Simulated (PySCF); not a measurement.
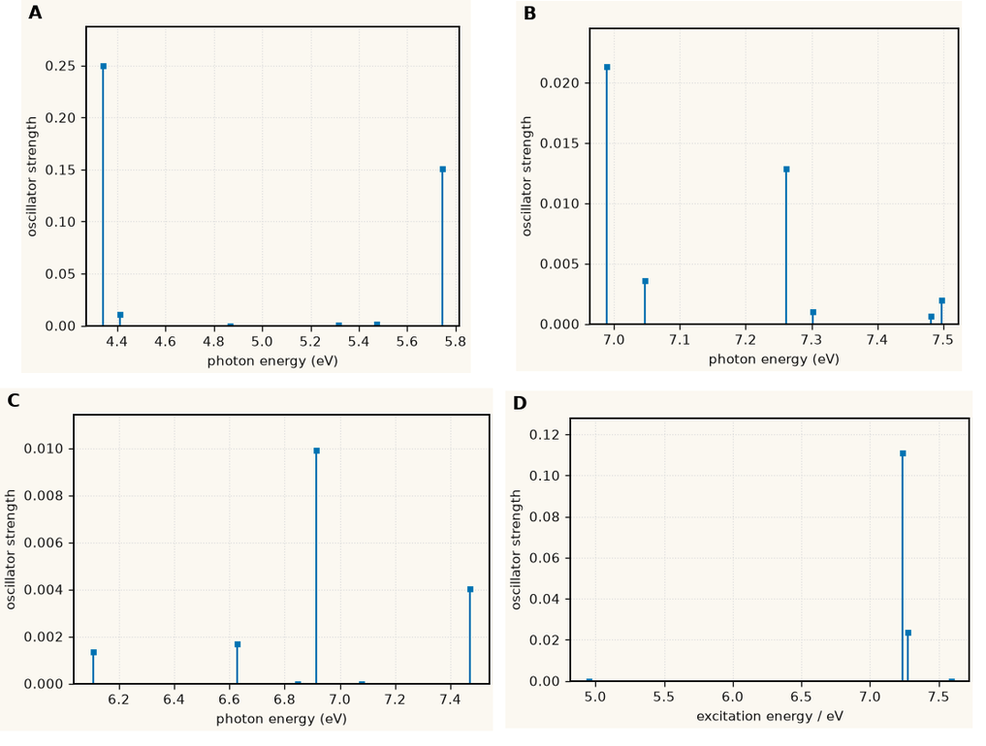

Vertical TDDFT excitations, PBE0/def2-SVPD in PySCF 2.14.0, at a GFN2-xTB geometry (no frequency check), gas phase. Each panel shows the lowest singlet states that were computed.

### Assign the panels.
1. B₂P₂H₈, SMILES [BH2-]1[PH2+][BH2-][PH2+]1
2. C₄H₄Cl₂FNO, SMILES CO[C@@](F)(C#N)C(Cl)Cl
3. PO₂⁺, SMILES O=[P+]=O
4. C₅H₆N₂Se, SMILES C=Cc1n[se]nc1C

A: 4 (S1 at 4.34 eV, brightest at 4.34 eV)
B: 2 (S1 at 6.99 eV, brightest at 6.99 eV)
C: 1 (S1 at 6.11 eV, brightest at 6.91 eV)
D: 3 (S1 at 4.95 eV, brightest at 7.24 eV)

Limits of at least one run: core orbitals are frozen in the response; one conformer of a flexible molecule; spin-orbit coupling is left out, and with Se it can shift these levels and split any degenerate set; the tight-binding geometry is rougher than a DFT one and adds to the error.
